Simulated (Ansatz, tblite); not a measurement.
**The cluster In9Sb9: a ladder of methods and basis sets**

Aim: run the singlet of the cluster In9Sb9 at one geometry on many levels, and compare frontier levels, spin and run time.

The runs use Ansatz 0.2.0, Gaussian basis; as each input shows.

The runs, in order: GFN1-xTB, GFN2-xTB, PBE-D4/def2-SVP, r2SCAN-D4/def2-SVP, r2SCANh-D4/def2-SVP, r2SCAN-D4/def2-mTZVP, MP2/def2-SVP, RPA/def2-SVP.

6 further runs of the same task are left out: 3 for a known fault of the program, 1 that didn't finish, 2 set aside as unsound or not needed.

### 1 The structure

The geometry is that of the singlet, from an earlier relaxation (PBE-D4/def2-SVP).

18 atoms, charge 0, spin multiplicity 1.

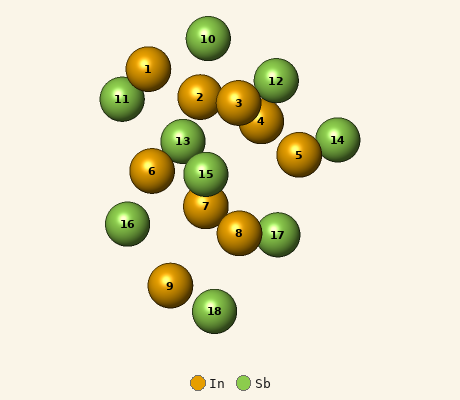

The geometry (indium amber, antimony green); atoms are numbered from 1 in the order of the file.

In, Sb take a core potential in the def2 sets. No spin-orbit coupling is included.

PBE0-D4/def2-SVP was run before; its log isn't repeated, and its numbers join the tables.

### 2 GFN1-xTB

Tight binding, by tblite at 300 K electronic temperature and without a spin-polarisation term:

```python
tblite.interface.Calculator('GFN1-xTB', numbers, positions, charge=0, uhf=0).singlepoint()
```

Energy -998.0853 eV, HOMO -7.85 eV, LUMO -6.82 eV; 0.16 s.

### 3 GFN2-xTB

Tight binding, by tblite at 300 K electronic temperature and without a spin-polarisation term:

```python
tblite.interface.Calculator('GFN2-xTB', numbers, positions, charge=0, uhf=0).singlepoint()
```

Energy -851.8933 eV, HOMO -8.59 eV, LUMO -7.86 eV; 0.55 s.

### 4 PBE-D4/def2-SVP

start.molden holds the orbitals of an earlier run on this state, given as this run's starting guess.

The input, in.yaml:

```yaml
crystal:
  periodic: [false, false, false]
  atoms:
    - {symbol: In, position_ang: [0.464318, -4.414452, -0.860616]}
    - {symbol: In, position_ang: [-1.881413, -1.125211, -1.151672]}
    - {symbol: In, position_ang: [-0.172544, -2.573863, 1.768294]}
    - {symbol: In, position_ang: [-4.056331, 1.804298, -0.861381]}
    - {symbol: In, position_ang: [-2.141906, 1.438610, 1.766857]}
    - {symbol: In, position_ang: [1.915502, -1.068119, -1.154637]}
    - {symbol: In, position_ang: [-0.034795, 2.191431, -1.155948]}
    - {symbol: In, position_ang: [2.316268, 1.138390, 1.763326]}
    - {symbol: In, position_ang: [3.591842, 2.607383, -0.866963]}
    - {symbol: Sb, position_ang: [-0.203261, -5.415687, 1.547552]}
    - {symbol: Sb, position_ang: [-0.002771, -2.498442, -2.826771]}
    - {symbol: Sb, position_ang: [-2.730749, -1.360203, 1.537459]}
    - {symbol: Sb, position_ang: [-2.164713, 1.247863, -2.827891]}
    - {symbol: Sb, position_ang: [-4.587131, 2.887195, 1.545311]}
    - {symbol: Sb, position_ang: [2.545189, -1.683902, 1.534571]}
    - {symbol: Sb, position_ang: [2.161496, 1.245629, -2.830225]}
    - {symbol: Sb, position_ang: [0.187529, 3.047716, 1.531931]}
    - {symbol: Sb, position_ang: [4.793472, 2.531354, 1.540793]}
basis:
  gaussian: {orbitals: def2-SVP, fitting: {mean_field: def2-universal-jkfit}, initial_orbitals: start.molden}
hamiltonian: {xc: pbe, dispersion: d4}
scf: {omitted_lower_state_checks: [starts]}
output: {forces: true, orbitals: {seedname: orbitals}}
```

Command:

```
ansatz run in.yaml --threads 2 --pin off --events-out ev --progress --plain --max-ram 32768MiB --backend cuda --devices 0, --max-vram 18GiB
```

After this run come: r2SCAN-D4/def2-SVP; r2SCANh-D4/def2-SVP; r2SCAN-D4/def2-mTZVP; MP2/def2-SVP; RPA/def2-SVP.

**Question.** What will the summary of the whole plan be? Wanted: gap in def2-SVP, named functionals, smallest and largest; correlation energy, MP2/def2-SVP; binding an atom, functionals in def2-SVP.

As calculated:

```
                                                quantity                                  value
gap in def2-SVP, named functionals, smallest and largest    0.31 eV (PBE-D4), 1.12 eV (PBE0-D4)
                        correlation energy, MP2/def2-SVP                              -50.34 eV
                binding an atom, functionals in def2-SVP  2.03 (r2SCANh-D4) to 2.22 eV (PBE-D4)
```

In words: Over the named functionals in def2-SVP the gap runs from 0.31 eV (PBE-D4) to 1.12 eV (PBE0-D4); exact exchange widens it.
